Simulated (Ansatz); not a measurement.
Consider C₂H₆OZn (SMILES C[CH2][Zn][OH]).

Input

```
crystal:
  periodic: [false, false, false]
  atoms:
    - {symbol: C, position_ang: [-0.443061, 0.525011, -0.862303]}
    - {symbol: C, position_ang: [0.999317, 0.660388, -1.394463]}
    - {symbol: O, position_ang: [2.509938, 4.090934, -1.186652]}
    - {symbol: Zn, position_ang: [1.795018, 2.437495, -1.200067]}
    - {symbol: H, position_ang: [-1.143101, 1.217090, -1.374397]}
    - {symbol: H, position_ang: [-0.839891, -0.503615, -1.009567]}
    - {symbol: H, position_ang: [-0.509102, 0.742860, 0.223908]}
    - {symbol: H, position_ang: [1.671591, -0.064952, -0.887696]}
    - {symbol: H, position_ang: [1.040632, 0.406385, -2.475912]}
    - {symbol: H, position_ang: [2.804888, 4.362026, -0.295212]}
basis:
  gaussian: {orbitals: def2-TZVPD}
total_charge: 0
hamiltonian: {xc: pbe0}
output: {forces: true, orbitals: {seedname: orbitals}}
```

Run with:

```sh
ansatz run input.yaml --threads 2 --pin off --max-ram 4350MiB --events-out events.jsonl --progress --plain --runs-dir runs
```

Geometry: BLYP-D3(BJ)/def2-SVP.

Computed with isolated molecule in a Gaussian basis; Kohn-Sham density functional theory, functional PBE0 (Ansatz 0.2.0).

### What can the converged electron density and electron localisation function tell about the bonding?

C–C (1.54 Å): ρ at the midpoint is about 1.6 e/Å³; the ELF peaks at about 0.95 between the atoms (a covalent bond).
Zn–O (1.80 Å): ρ at the midpoint is about 0.86 e/Å³; the ELF peaks at about 0.85 in the valence shell of O, 0.6 Å from its nucleus, and is about 0.20 at the midpoint.
C–Zn (1.96 Å): ρ is about 0.77 e/Å³ halfway; the ELF peaks at about 0.90 in the valence shell of C, 0.6 Å from its nucleus, and is about 0.45 at the midpoint.
C–H (1.11 Å): the density is about 1.9 e/Å³ at the midpoint; the ELF climbs to about 1 towards the hydrogen, as it does in any bond to H (an ordinary covalent bond to hydrogen).

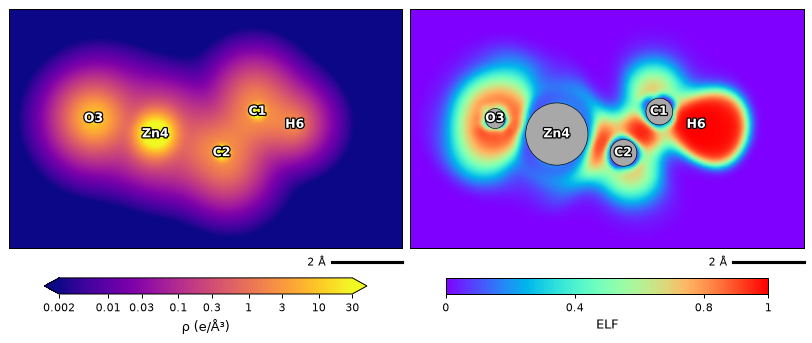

Computed electron density and electron localisation function on the plane of atoms C1, C2 and Zn4, in this order. Grey discs cover the atomic cores in the ELF map. 
